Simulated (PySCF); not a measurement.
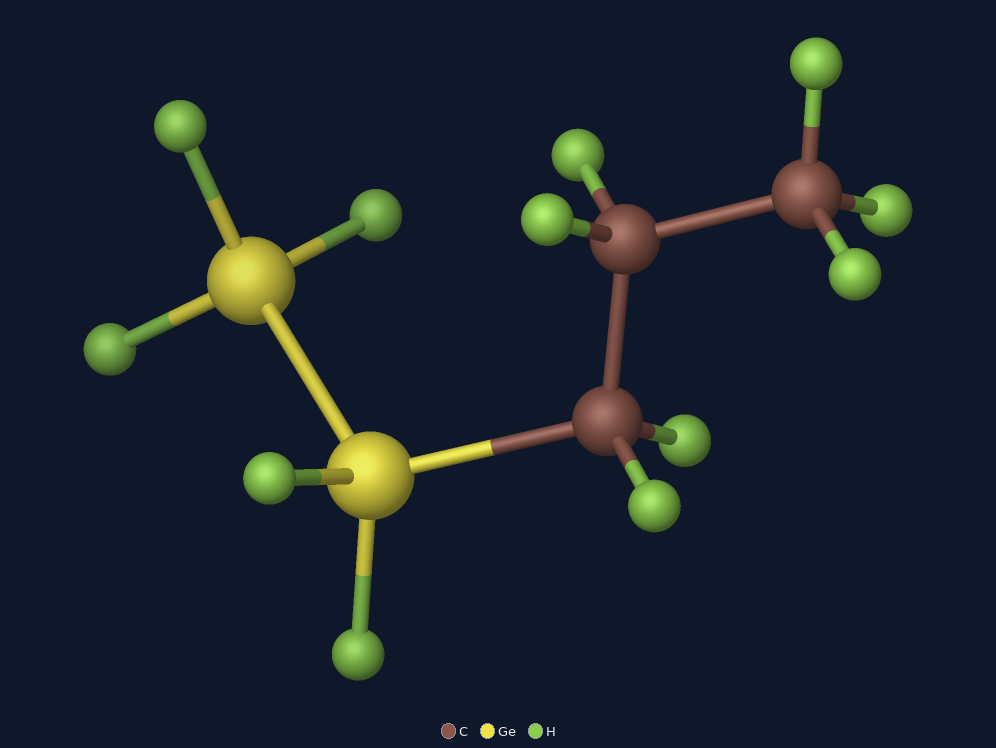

Computed geometry: GFN2-xTB optimisation. No frequency run is at hand to confirm it as a minimum. Properties computed with CAM-B3LYP/def2-SVPD, gas phase (PySCF 2.14.0). Excitations: vertical, linear response.

Predict the main results.

The species is C3H12Ge2 (`CC[CH2][GeH2][GeH3]`).
- dipole moment: 0.96 D
- HOMO energy (Kohn–Sham orbital): −9.31 eV
- LUMO energy (Kohn–Sham orbital): 0.93 eV
- HOMO–LUMO gap: 10.23 eV
- mean static polarisability: 102.0 bohr³
- lowest vertical singlet excitation: 7.36 eV
- its oscillator strength: 0.057
- brightest of the 8 lowest singlets: 7.88 eV
- its oscillator strength: 0.25

The geometry is semi-empirical. Around Ge such bond lengths and angles can be off by a tenth of an ångström or more and by several degrees, and values that hang on the shape move with them.
